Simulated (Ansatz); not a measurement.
**CH₆Cl₂GaP: up Jacob's ladder to CCSD(T)**

Aim: compute CH₆Cl₂GaP with functionals from several rungs and with coupled cluster, and see how far each lands from CCSD(T) at the basis-set limit for the atomisation energy.

Computed with Ansatz 0.2.0, Gaussian basis. Level: functionals in def2-TZVPP, the program's frozen cores in correlated methods.

The runs, in order: LDA (SPW92), PBE-D4, revPBE-D4, BLYP-D4, r2SCAN-D4, B97M-V, PBE0-D4, B3LYP-D4, r2SCANh-D4, r2SCAN0-D4, HSE06-D4, BHLYP-D4, CAM-B3LYP-D4, LC-ωPBE, ωB97X-V, ωB97M-V, B2PLYP, PBE-QIDH; CCSD(T)/def2-SVP; CCSD(T)/def2-TZVPP; MP2/def2-QZVPP; extrapolation to the limit; RPA on PBE.

### 1 Structure used throughout

An earlier PBE0-D4 in a triple-zeta def2 set relaxation fixed the geometry.

11 atoms, charge 0, spin multiplicity 1.

Atoms are counted from 1 here; the program's logs count them from 0.

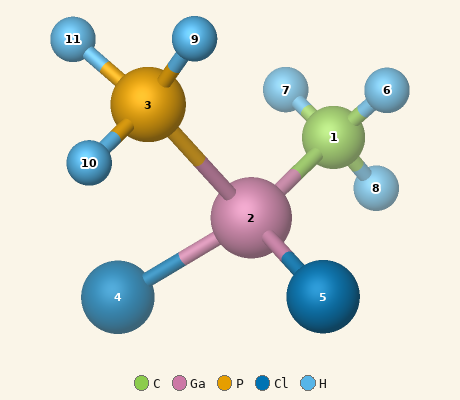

The geometry (colours as in the key); atoms are numbered from 1 in the order of the file.

### 2 LDA

This LDA is Slater exchange with PW92 correlation.

The input, in.yaml:

```yaml
crystal:
  periodic: [false, false, false]
  atoms:
    - {symbol: C, position_ang: [-1.679004, 0.985428, 0.307696]}
    - {symbol: Ga, position_ang: [-0.307707, 0.218953, -0.855448]}
    - {symbol: P, position_ang: [1.501075, -0.916459, 0.508456]}
    - {symbol: Cl, position_ang: [-0.744209, -1.587139, -2.002992]}
    - {symbol: Cl, position_ang: [1.109961, 1.530977, -1.873919]}
    - {symbol: H, position_ang: [-1.248239, 1.744873, 0.961525]}
    - {symbol: H, position_ang: [-2.148978, 0.208351, 0.911985]}
    - {symbol: H, position_ang: [-2.447878, 1.455706, -0.308046]}
    - {symbol: H, position_ang: [2.325283, -0.192432, 1.393556]}
    - {symbol: H, position_ang: [2.482425, -1.465656, -0.335576]}
    - {symbol: H, position_ang: [1.222772, -2.039502, 1.313464]}
basis:
  gaussian: {orbitals: def2-TZVPP}
hamiltonian: {xc: lda}
output: {orbitals: {seedname: orbitals}}
```

Command:

```
$ ansatz run in.yaml --threads 4 --pin off --events-out ev --progress --plain --max-ram 11315MiB
```

What it wrote:

```text
Functional definition: SPW92
  name "SPW92"
  cite "Dirac, Proc. Camb. Phil. Soc. 26, 376 (1930) doi:10.1017/S0305004100016108"
  cite "Slater, Phys. Rev. 81, 385 (1951) doi:10.1103/PhysRev.81.385"
  cite "Perdew & Wang, Phys. Rev. B 45, 13244 (1992) doi:10.1103/PhysRevB.45.13244"
  exchange = slater_x
  correlation = pw_c
1777 factors; their error is unknown
mean field evaluation 1: about -87630.9020 eV, gradient 8.0e1 eV
mean field evaluation 2: about -87608.5204 eV, gradient 1.2e2 eV
mean field evaluation 4: about -87642.9859 eV, gradient 9.8e0 eV
mean field evaluation 8: about -87643.1997 eV, gradient 2.4e-1 eV
mean field evaluation 16: about -87643.1515 eV, gradient 4.7e-4 eV
mean field -87643.15148138 eV, -3220.8264102790 hartree, gradient 3.3e-5 eV, S^2 0.000000; 0 other end points of the search recorded, 0 dependent functions left out
reference -87643.15152732 eV, -3220.8264119670 hartree; 46, 46 occupied and 243, 243 virtual orbitals, 1777 factors
Total energy: -87643.15152732 eV, -3220.8264119670 hartree
```

It took 2.1 s on 4 threads of Arm Neoverse V1, shared host; peak memory 0.49 GiB.

Atomisation energy: 3807.1 kJ/mol (free atoms -87603.694 eV, run apart). HOMO -6.88 eV, LUMO -1.59 eV.

### 3 PBE-D4 (GGA)

in.yaml, as its differences from that of step 2:

```diff
@@ -16,3 +16,3 @@
   gaussian: {orbitals: def2-TZVPP}
-hamiltonian: {xc: lda}
-output: {orbitals: {seedname: orbitals}}
+hamiltonian: {xc: pbe, dispersion: d4}
+output: {forces: true, orbitals: {seedname: orbitals}}
```

Same command.

What it wrote, shortened:

```text
Functional definition: PBE
  name "PBE"
  cite "Perdew, Burke & Ernzerhof, Phys. Rev. Lett. 77, 3865 (1996) doi:10.1103/PhysRevLett.77.3865"
  parent pbe
[...]
1777 factors; their error is unknown
[...]
mean field -87827.67650777 eV, -3227.6075799232 hartree, gradient 1.9e-5 eV, S^2 0.000000; 0 other end points of the search recorded, 0 dependent functions left out
[...]
reference -87827.67655754 eV, -3227.6075817524 hartree; 46, 46 occupied and 243, 243 virtual orbitals, 1777 factors
Total energy: -87828.01810202 eV, -3227.6201332805 hartree
Atom 0 at    -1.679004     0.985428     0.307696 Å, force    -0.003304     0.000851     0.022831 eV/Å
Atom 1 at    -0.307707     0.218953    -0.855448 Å, force    -0.034012     0.016505     0.075492 eV/Å
Atom 2 at     1.501075    -0.916459     0.508456 Å, force    -0.255681     0.159990    -0.133345 eV/Å
Atom 3 at    -0.744209    -1.587139    -2.002992 Å, force    -0.047757    -0.212909    -0.128384 eV/Å
Atom 4 at     1.109961     1.530977    -1.873919 Å, force     0.168747     0.150777    -0.113029 eV/Å
Atom 5 at    -1.248239     1.744873     0.961525 Å, force     0.088129     0.139358     0.118233 eV/Å
Atom 6 at    -2.148978     0.208351     0.911985 Å, force    -0.082048    -0.150154     0.108474 eV/Å
Atom 7 at    -2.447878     1.455706    -0.308046 Å, force    -0.136918     0.084718    -0.126663 eV/Å
Atom 8 at     2.325283    -0.192432     1.393556 Å, force     0.152706     0.081513     0.145016 eV/Å
Atom 9 at     2.482425    -1.465656    -0.335576 Å, force     0.155045    -0.088034    -0.102694 eV/Å
Atom 10 at     1.222772    -2.039502     1.313464 Å, force    -0.004906    -0.182615     0.134070 eV/Å
Dipole moment:     0.329860    -0.236757     0.957201 e Å
```

Wall time 4.1 s (4 threads of Arm Neoverse V1, shared host); peak memory 0.5 GiB.

With the free atoms at this level, -87792.876 eV in sum, the atomisation energy is 3390.7 kJ/mol. HOMO -6.73 eV, LUMO -1.43 eV.

### 4 revPBE-D4 (GGA)

in.yaml, as its differences from that of step 3:

```diff
@@ -16,3 +16,3 @@
   gaussian: {orbitals: def2-TZVPP}
-hamiltonian: {xc: pbe, dispersion: d4}
-output: {forces: true, orbitals: {seedname: orbitals}}
+hamiltonian: {xc: {name: revPBE}, dispersion: d4}
+output: {orbitals: {seedname: orbitals}}
```

Launched as before.

What it wrote:

```text
Functional definition: revPBE
  name "revPBE"
  cite "Zhang & Yang, Phys. Rev. Lett. 80, 890 (1998) doi:10.1103/PhysRevLett.80.890"
  cite "Perdew, Burke & Ernzerhof, Phys. Rev. Lett. 77, 3865 (1996) doi:10.1103/PhysRevLett.77.3865"
  parameter kappa = 1.245
  parameter beta = 0.06672455060314922
  exchange = pbe_x(kappa = kappa, mu = beta*pi^2/3)
  correlation = pbe_c(beta = beta)
1777 factors; their error is unknown
mean field evaluation 1: about -87830.4273 eV, gradient 7.4e1 eV
mean field evaluation 2: about -87811.8454 eV, gradient 1.1e2 eV
mean field evaluation 4: about -87841.2396 eV, gradient 7.6e0 eV
mean field evaluation 8: about -87841.3670 eV, gradient 1.4e-1 eV
mean field evaluation 16: about -87841.3175 eV, gradient 1.8e-4 eV
mean field -87841.31754833 eV, -3228.1088789177 hartree, gradient 4.0e-5 eV, S^2 0.000000; 0 other end points of the search recorded, 0 dependent functions left out
reference -87841.31761071 eV, -3228.1088812099 hartree; 46, 46 occupied and 243, 243 virtual orbitals, 1777 factors
Total energy: -87842.14399927 eV, -3228.1392504295 hartree
```

It took 3.2 s on 4 threads of Arm Neoverse V1, shared host; peak memory 0.5 GiB.

With the free atoms at this level, -87807.720 eV in sum, the atomisation energy is 3321.4 kJ/mol. HOMO -6.68 eV, LUMO -1.36 eV.

### 5 BLYP-D4 (GGA)

in.yaml, as its differences from that of step 4:

```diff
@@ -16,3 +16,3 @@
   gaussian: {orbitals: def2-TZVPP}
-hamiltonian: {xc: {name: revPBE}, dispersion: d4}
+hamiltonian: {xc: {name: BLYP}, dispersion: d4}
 output: {orbitals: {seedname: orbitals}}
```

The command is unchanged.

What it wrote:

```text
Functional definition: BLYP
  name "BLYP"
  cite "Becke, Phys. Rev. A 38, 3098 (1988) doi:10.1103/PhysRevA.38.3098"
  cite "Lee, Yang & Parr, Phys. Rev. B 37, 785 (1988) doi:10.1103/PhysRevB.37.785"
  parameter beta = 0.0042
  parameter a = 0.04918
  parameter b = 0.132
  parameter c = 0.2533
  parameter d = 0.349
  exchange = b88_x(beta = beta)
  correlation = lyp_c(a = a, b = b, c = c, d = d)
1777 factors; their error is unknown
mean field evaluation 1: about -87839.9536 eV, gradient 8.0e1 eV
mean field evaluation 2: about -87817.1362 eV, gradient 1.2e2 eV
mean field evaluation 4: about -87852.4682 eV, gradient 9.2e0 eV
mean field evaluation 8: about -87852.6541 eV, gradient 2.4e-1 eV
mean field evaluation 16: about -87852.6037 eV, gradient 4.8e-4 eV
mean field -87852.60372093 eV, -3228.5236381104 hartree, gradient 3.1e-5 eV, S^2 0.000000; 0 other end points of the search recorded, 0 dependent functions left out
reference -87852.60417038 eV, -3228.5236546276 hartree; 46, 46 occupied and 243, 243 virtual orbitals, 1777 factors
Total energy: -87853.31552737 eV, -3228.5497965148 hartree
```

It took 3.2 s on 4 threads of Arm Neoverse V1, shared host; peak memory 0.5 GiB.

Atomisation energy: 3324.5 kJ/mol (free atoms -87818.860 eV, run apart). HOMO -6.59 eV, LUMO -1.31 eV.

### 6 r2SCAN-D4 (meta-GGA)

in.yaml, as its differences from that of step 5:

```diff
@@ -16,3 +16,3 @@
   gaussian: {orbitals: def2-TZVPP}
-hamiltonian: {xc: {name: BLYP}, dispersion: d4}
-output: {orbitals: {seedname: orbitals}}
+hamiltonian: {xc: r2scan, dispersion: d4}
+output: {forces: true, orbitals: {seedname: orbitals}}
```

Same command.

What it wrote, shortened:

```text
Functional definition: r2SCAN
  name "r2SCAN"
  cite "Furness, Kaplan, Ning, Perdew & Sun, J. Phys. Chem. Lett. 11, 8208 (2020) doi:10.1021/acs.jpclett.0c02405"
  cite "Furness, Kaplan, Ning, Perdew & Sun, J. Phys. Chem. Lett. 11, 9248 (2020) doi:10.1021/acs.jpclett.0c03077"
  parent r2scan
[...]
1777 factors; their error is unknown
[...]
mean field -87848.77306329 eV, -3228.3828640388 hartree, gradient 6.2e-5 eV, S^2 0.000000; 0 other end points of the search recorded, 0 dependent functions left out
[...]
reference -87848.77307666 eV, -3228.3828645304 hartree; 46, 46 occupied and 243, 243 virtual orbitals, 1777 factors
Total energy: -87848.85810035 eV, -3228.3859890933 hartree
Atom 0 at    -1.679004     0.985428     0.307696 Å, force     0.001379    -0.000387    -0.015269 eV/Å
Atom 1 at    -0.307707     0.218953    -0.855448 Å, force     0.025818    -0.018221     0.048998 eV/Å
Atom 2 at     1.501075    -0.916459     0.508456 Å, force    -0.048800     0.031357    -0.011381 eV/Å
Atom 3 at    -0.744209    -1.587139    -2.002992 Å, force    -0.014671    -0.005554    -0.015415 eV/Å
Atom 4 at     1.109961     1.530977    -1.873919 Å, force    -0.001523     0.016083    -0.014088 eV/Å
Atom 5 at    -1.248239     1.744873     0.961525 Å, force    -0.009998    -0.013831    -0.011871 eV/Å
Atom 6 at    -2.148978     0.208351     0.911985 Å, force     0.007209     0.016149    -0.011387 eV/Å
Atom 7 at    -2.447878     1.455706    -0.308046 Å, force     0.011849    -0.006960     0.015197 eV/Å
Atom 8 at     2.325283    -0.192432     1.393556 Å, force     0.013363    -0.015394     0.002389 eV/Å
Atom 9 at     2.482425    -1.465656    -0.335576 Å, force    -0.004052     0.002059     0.009476 eV/Å
Atom 10 at     1.222772    -2.039502     1.313464 Å, force     0.019426    -0.005302     0.003352 eV/Å
Dipole moment:     0.348492    -0.249390     0.994319 e Å
```

Run time: 8 s. Hardware: 4 threads of Arm Neoverse V1, shared host; peak memory 0.53 GiB.

With the free atoms at this level, -87813.699 eV in sum, the atomisation energy is 3392.4 kJ/mol. HOMO -7.03 eV, LUMO -1.18 eV.

### 7 B97M-V (meta-GGA)

in.yaml, as its differences from that of step 6:

```diff
@@ -16,3 +16,3 @@
   gaussian: {orbitals: def2-TZVPP}
-hamiltonian: {xc: r2scan, dispersion: d4}
-output: {forces: true, orbitals: {seedname: orbitals}}
+hamiltonian: {xc: {name: B97M-V}}
+output: {orbitals: {seedname: orbitals}}
```

Launched as before.

What it wrote, shortened:

```text
Functional definition: B97M-V
  name "B97M-V"
  cite "Mardirossian & Head-Gordon, J. Chem. Phys. 142, 074111 (2015) doi:10.1063/1.4907719"
  cite "Becke, J. Chem. Phys. 107, 8554 (1997) doi:10.1063/1.475007"
  cite "Vydrov & Van Voorhis, J. Chem. Phys. 133, 244103 (2010) doi:10.1063/1.3521275"
  # Of w^i u^j: cxij and so on, Table III.
[...]
  gx(w, u) = cx00 + cx01*u + cx02*u^2 + (cx10 + cx11*u)*w
  gss(w, u) = css00 + css02*u^2 + css10*w + (css32*w^3 + css42*w^4)*u^2
  gos(w, u) = cos00 + cos01*u + cos03*u^3 + cos10*w + cos32*w^3*u^2
[...]
      + integral(e_c_pw_mod_opposite_spin*gos(b97_w_opposite, b97_u_opposite)) + vv10(b, c)
1777 factors; their error is unknown
[...]
mean field -87833.16452281 eV, -3227.8092607560 hartree, gradient 4.9e-5 eV, S^2 0.000000; 0 other end points of the search recorded, 0 dependent functions left out
reference -87833.16459064 eV, -3227.8092632486 hartree; 46, 46 occupied and 243, 243 virtual orbitals, 1777 factors
Total energy: -87833.16459064 eV, -3227.8092632486 hartree
```

Run time: 17 s. Hardware: 4 threads of Arm Neoverse V1, shared host; peak memory 0.6 GiB.

With the free atoms at this level, -87797.900 eV in sum, the atomisation energy is 3402.5 kJ/mol. HOMO -7.13 eV, LUMO -1.33 eV.

### 8 PBE0-D4 (hybrid)

in.yaml, as its differences from that of step 7:

```diff
@@ -16,3 +16,3 @@
   gaussian: {orbitals: def2-TZVPP}
-hamiltonian: {xc: {name: B97M-V}}
+hamiltonian: {xc: pbe0, dispersion: d4}
 output: {orbitals: {seedname: orbitals}}
```

Launched as before.

What it wrote:

```text
Functional definition: PBE0
  name "PBE0"
  cite "Adamo & Barone, J. Chem. Phys. 110, 6158 (1999) doi:10.1063/1.478522"
  cite "Perdew, Burke & Ernzerhof, Phys. Rev. Lett. 77, 3865 (1996) doi:10.1103/PhysRevLett.77.3865"
  parent pbe
  parameter a = 0.25
  parameter kappa = 0.804
  parameter beta = 0.06672455060314922
  exchange = (1 - a)*pbe_x(kappa = kappa, mu = beta*pi^2/3) + a*exact_x
  correlation = pbe_c(beta = beta)
1897 factors; their error is unknown
mean field evaluation 1: about -87824.9602 eV, gradient 5.7e1 eV
mean field evaluation 2: about -87821.3630 eV, gradient 6.9e1 eV
mean field evaluation 4: about -87831.7349 eV, gradient 2.8e0 eV
mean field evaluation 8: about -87831.7500 eV, gradient 3.7e-2 eV
mean field evaluation 16: about -87831.9948 eV, gradient 4.0e-5 eV
mean field -87831.99481299 eV, -3227.7662747130 hartree, gradient 4.0e-5 eV, S^2 0.000000; 0 other end points of the search recorded, 0 dependent functions left out
reference -87831.99484964 eV, -3227.7662760599 hartree; 46, 46 occupied and 243, 243 virtual orbitals, 1897 factors
Total energy: -87832.29245157 eV, -3227.7772127290 hartree
```

Run time: 6.5 s. Hardware: 4 threads of Arm Neoverse V1, shared host; peak memory 1.2 GiB.

Atomisation energy: 3370.1 kJ/mol (free atoms -87797.364 eV, run apart). HOMO -8.01 eV, LUMO -0.54 eV.

### 9 B3LYP-D4 (hybrid)

B3LYP here takes the VWN-RPA correlation.

in.yaml, as its differences from that of step 8:

```diff
@@ -16,3 +16,3 @@
   gaussian: {orbitals: def2-TZVPP}
-hamiltonian: {xc: pbe0, dispersion: d4}
-output: {orbitals: {seedname: orbitals}}
+hamiltonian: {xc: {name: B3LYP}, dispersion: d4}
+output: {forces: true, orbitals: {seedname: orbitals}}
```

Same command.

What it wrote, shortened:

```text
Functional definition: B3LYP
  name "B3LYP"
  cite "Stephens, Devlin, Chabalowski & Frisch, J. Phys. Chem. 98, 11623 (1994) doi:10.1021/j100096a001"
  cite "Becke, Phys. Rev. A 38, 3098 (1988) doi:10.1103/PhysRevA.38.3098"
  cite "Lee, Yang & Parr, Phys. Rev. B 37, 785 (1988) doi:10.1103/PhysRevB.37.785"
  cite "Vosko, Wilk & Nusair, Can. J. Phys. 58, 1200 (1980) doi:10.1139/p80-159"
[...]
1860 factors; their error is unknown
[...]
mean field -87854.86477663 eV, -3228.6067303751 hartree, gradient 2.6e-5 eV, S^2 0.000000; 0 other end points of the search recorded, 0 dependent functions left out
[...]
reference -87854.86510884 eV, -3228.6067425836 hartree; 46, 46 occupied and 243, 243 virtual orbitals, 1860 factors
Total energy: -87855.41918663 eV, -3228.6271045668 hartree
Atom 0 at    -1.679004     0.985428     0.307696 Å, force    -0.159697     0.089256     0.126425 eV/Å
Atom 1 at    -0.307707     0.218953    -0.855448 Å, force    -0.064507     0.035306     0.057980 eV/Å
Atom 2 at     1.501075    -0.916459     0.508456 Å, force     0.159173    -0.098320     0.120736 eV/Å
Atom 3 at    -0.744209    -1.587139    -2.002992 Å, force    -0.066996    -0.206568    -0.141177 eV/Å
Atom 4 at     1.109961     1.530977    -1.873919 Å, force     0.154585     0.165288    -0.125310 eV/Å
Atom 5 at    -1.248239     1.744873     0.961525 Å, force    -0.028336    -0.042048    -0.030262 eV/Å
Atom 6 at    -2.148978     0.208351     0.911985 Å, force     0.023395     0.046749    -0.027820 eV/Å
Atom 7 at    -2.447878     1.455706    -0.308046 Å, force     0.038190    -0.023106     0.039281 eV/Å
Atom 8 at     2.325283    -0.192432     1.393556 Å, force    -0.026785    -0.028082    -0.030007 eV/Å
Atom 9 at     2.482425    -1.465656    -0.335576 Å, force    -0.041856     0.023479     0.036716 eV/Å
Atom 10 at     1.222772    -2.039502     1.313464 Å, force     0.012836     0.038045    -0.026562 eV/Å
Dipole moment:     0.337289    -0.242157     0.982656 e Å
```

Run time: 10 s. Hardware: 4 threads of Arm Neoverse V1, shared host; peak memory 1.2 GiB.

Atomisation energy: 3358.0 kJ/mol (free atoms -87820.616 eV, run apart). HOMO -7.77 eV, LUMO -0.76 eV.

### 10 r2SCANh-D4 (hybrid)

in.yaml, as its differences from that of step 9:

```diff
@@ -16,3 +16,3 @@
   gaussian: {orbitals: def2-TZVPP}
-hamiltonian: {xc: {name: B3LYP}, dispersion: d4}
-output: {forces: true, orbitals: {seedname: orbitals}}
+hamiltonian: {xc: {name: r2SCANh}, dispersion: d4}
+output: {orbitals: {seedname: orbitals}}
```

The command is unchanged.

What it wrote, shortened:

```text
Functional definition: r2SCANh
  name "r2SCANh"
  cite "Bursch, Neugebauer, Ehlert & Grimme, J. Chem. Phys. 156, 134105 (2022) doi:10.1063/5.0086040"
  cite "Furness, Kaplan, Ning, Perdew & Sun, J. Phys. Chem. Lett. 11, 8208 (2020) doi:10.1021/acs.jpclett.0c02405"
  cite "Furness, Kaplan, Ning, Perdew & Sun, J. Phys. Chem. Lett. 11, 9248 (2020) doi:10.1021/acs.jpclett.0c03077"
  parent r2scan
[...]
1800 factors; their error is unknown
[...]
mean field -87848.33890352 eV, -3228.3669089615 hartree, gradient 3.0e-5 eV, S^2 0.000000; 0 other end points of the search recorded, 0 dependent functions left out
reference -87848.33891579 eV, -3228.3669094124 hartree; 46, 46 occupied and 243, 243 virtual orbitals, 1800 factors
Total energy: -87848.43195376 eV, -3228.3703284948 hartree
```

It took 10 s on 4 threads of Arm Neoverse V1, shared host; peak memory 1.1 GiB.

Atomisation energy: 3379.4 kJ/mol (free atoms -87813.407 eV, run apart). HOMO -7.50 eV, LUMO -0.86 eV.

### 11 r2SCAN0-D4 (hybrid)

in.yaml, as its differences from that of step 10:

```diff
@@ -16,3 +16,3 @@
   gaussian: {orbitals: def2-TZVPP}
-hamiltonian: {xc: {name: r2SCANh}, dispersion: d4}
+hamiltonian: {xc: {name: r2SCAN0}, dispersion: d4}
 output: {orbitals: {seedname: orbitals}}
```

Same command.

What it wrote, shortened:

```text
Functional definition: r2SCAN0
  name "r2SCAN0"
  cite "Bursch, Neugebauer, Ehlert & Grimme, J. Chem. Phys. 156, 134105 (2022) doi:10.1063/5.0086040"
  cite "Furness, Kaplan, Ning, Perdew & Sun, J. Phys. Chem. Lett. 11, 8208 (2020) doi:10.1021/acs.jpclett.0c02405"
  cite "Furness, Kaplan, Ning, Perdew & Sun, J. Phys. Chem. Lett. 11, 9248 (2020) doi:10.1021/acs.jpclett.0c03077"
  parent r2scan
[...]
1897 factors; their error is unknown
[...]
mean field -87847.73540703 eV, -3228.3447308746 hartree, gradient 6.0e-5 eV, S^2 0.000000; 0 other end points of the search recorded, 0 dependent functions left out
reference -87847.73541765 eV, -3228.3447312650 hartree; 46, 46 occupied and 243, 243 virtual orbitals, 1897 factors
Total energy: -87847.83913870 eV, -3228.3485429433 hartree
```

Run time: 10 s. Hardware: 4 threads of Arm Neoverse V1, shared host; peak memory 1.2 GiB.

Atomisation energy: 3361.7 kJ/mol (free atoms -87812.998 eV, run apart). HOMO -8.21 eV, LUMO -0.39 eV.

### 12 HSE06-D4 (hybrid)

HSE06 is the plane-wave form, built on full-range PBE exchange.

in.yaml, as its differences from that of step 11:

```diff
@@ -16,3 +16,3 @@
   gaussian: {orbitals: def2-TZVPP}
-hamiltonian: {xc: {name: r2SCAN0}, dispersion: d4}
+hamiltonian: {xc: hse06, dispersion: d4}
 output: {orbitals: {seedname: orbitals}}
```

Launched as before.

What it wrote, shortened:

```text
Functional definition: HSE06
  name "HSE06"
  cite "Heyd, Scuseria & Ernzerhof, J. Chem. Phys. 118, 8207 (2003) doi:10.1063/1.1564060"
  cite "Krukau, Vydrov, Izmaylov & Scuseria, J. Chem. Phys. 125, 224106 (2006) doi:10.1063/1.2404663"
  cite "Heyd & Scuseria, J. Chem. Phys. 120, 7274 (2004) doi:10.1063/1.1668634"
  cite "Ernzerhof & Perdew, J. Chem. Phys. 109, 3313 (1998) doi:10.1063/1.476928"
  cite "Perdew, Burke & Ernzerhof, Phys. Rev. Lett. 77, 3865 (1996) doi:10.1103/PhysRevLett.77.3865"
  parent pbe
[...]
  # The whole range is PBE's own exchange, as in plane waves. The composition of these papers is wPBEh.
[...]
1897 factors; their error is unknown
128 factors; integrals over basis functions are off by at most 5.5e-7 eV
[...]
mean field -87831.29240112 eV, -3227.7404615528 hartree, gradient 8.0e-5 eV, S^2 0.000000; 0 other end points of the search recorded, 0 dependent functions left out
reference -87831.29244998 eV, -3227.7404633484 hartree; 46, 46 occupied and 243, 243 virtual orbitals, 1897 factors
Total energy: -87831.57552207 eV, -3227.7508660560 hartree
```

Run time: 7 s. Hardware: 4 threads of Arm Neoverse V1, shared host; peak memory 1.2 GiB.

Atomisation energy: 3371.9 kJ/mol (free atoms -87796.629 eV, run apart). HOMO -7.61 eV, LUMO -0.92 eV.

### 13 BHLYP-D4 (hybrid)

in.yaml, as its differences from that of step 12:

```diff
@@ -16,3 +16,3 @@
   gaussian: {orbitals: def2-TZVPP}
-hamiltonian: {xc: hse06, dispersion: d4}
+hamiltonian: {xc: {name: BHLYP}, dispersion: d4}
 output: {orbitals: {seedname: orbitals}}
```

The command is unchanged.

What it wrote:

```text
Functional definition: BHLYP
  name "BHLYP"
  cite "Becke, J. Chem. Phys. 98, 1372 (1993) doi:10.1063/1.464304"
  cite "Becke, Phys. Rev. A 38, 3098 (1988) doi:10.1103/PhysRevA.38.3098"
  cite "Lee, Yang & Parr, Phys. Rev. B 37, 785 (1988) doi:10.1103/PhysRevB.37.785"
  parameter a = 0.5
  exchange = (1 - a)*b88_x + a*exact_x
  correlation = lyp_c
2028 factors; their error is unknown
mean field evaluation 1: about -87845.1634 eV, gradient 4.7e1 eV
mean field evaluation 2: about -87846.0217 eV, gradient 4.4e1 eV
mean field evaluation 4: about -87850.0277 eV, gradient 1.8e0 eV
mean field evaluation 8: about -87850.0338 eV, gradient 1.8e-2 eV
mean field evaluation 16: about -87850.5733 eV, gradient 4.0e-5 eV
mean field -87850.57328654 eV, -3228.4490210230 hartree, gradient 4.0e-5 eV, S^2 0.000000; 0 other end points of the search recorded, 0 dependent functions left out
reference -87850.57351071 eV, -3228.4490292612 hartree; 46, 46 occupied and 243, 243 virtual orbitals, 2028 factors
Total energy: -87851.06431485 eV, -3228.4670659805 hartree
```

Run time: 7.5 s. Hardware: 4 threads of Arm Neoverse V1, shared host; peak memory 1.2 GiB.

Atomisation energy: 3311.9 kJ/mol (free atoms -87816.739 eV, run apart). HOMO -9.15 eV, LUMO 0.40 eV.

(Part 1 of 2 ends here.)
